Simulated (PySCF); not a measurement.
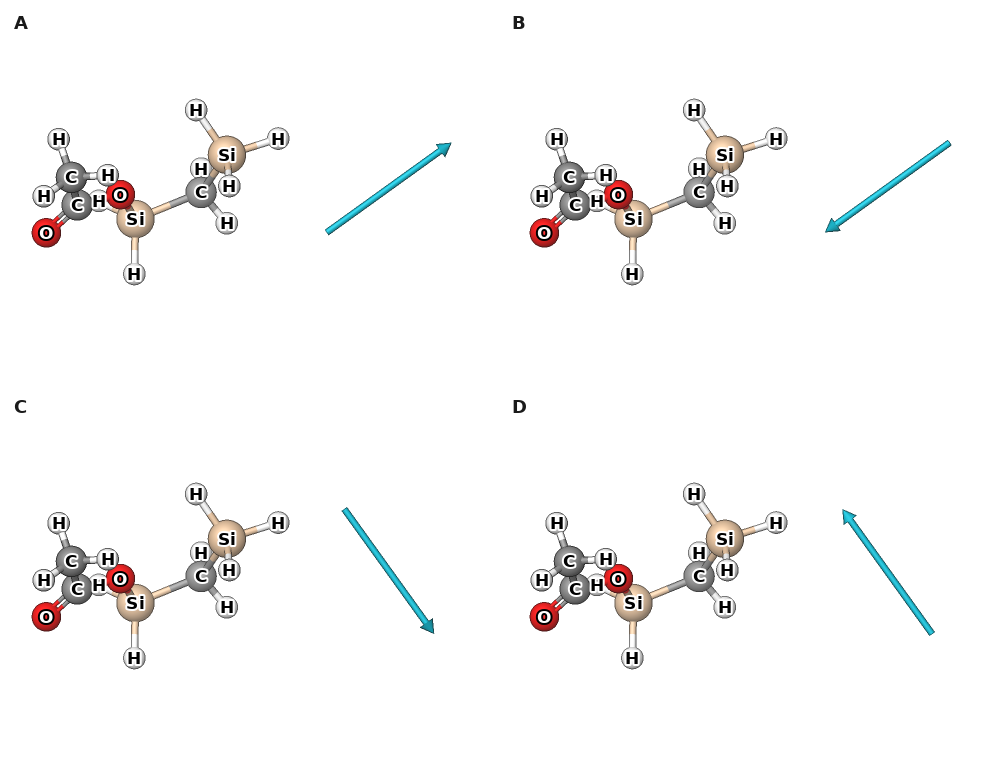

The same molecule four times, each with an arrow. The computed structure is the end point of a GFN2-xTB optimisation. No frequency run is at hand to confirm it as a minimum. Properties computed with PBE0/pcSseg-1, gas phase (PySCF 2.14.0).

**Which arrow points along the dipole moment, from the negative to the positive end?**

A. The dipole moment is 1.86 D.

The geometry is semi-empirical. Around Si such bond lengths and angles can be off by a tenth of an ångström or more and by several degrees, and values that hang on the shape move with them.
